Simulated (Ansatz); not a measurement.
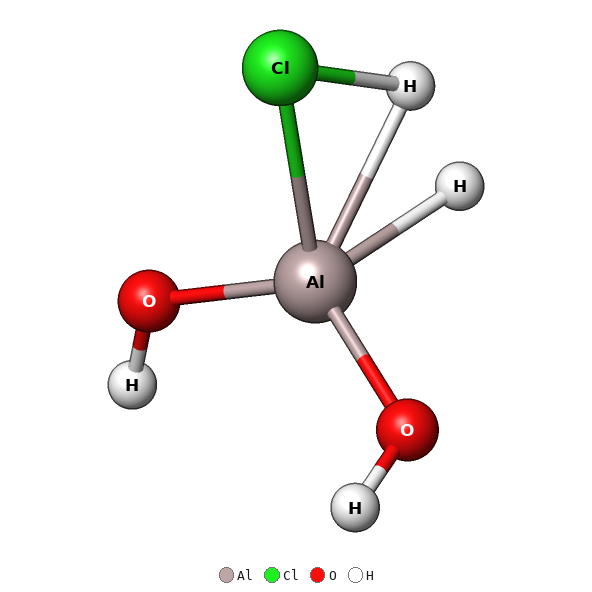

Sticks follow a distance rule. Harmonic vibrations computed with RKS PBE0-D4/def2-SVP (Ansatz 0.2.0) at a stationary point of the same level.

> Minimum or transition state?

A first-order saddle point: one imaginary frequency, 1194i cm⁻¹.

> How many vibrational modes are there, and where do they lie?

18 modes: 1194i, 162, 191, 219, 271, 294, 396, 490, 548, 590, 788, 934, 951, 1144, 1485, 1934, 3988, 3990 cm⁻¹.
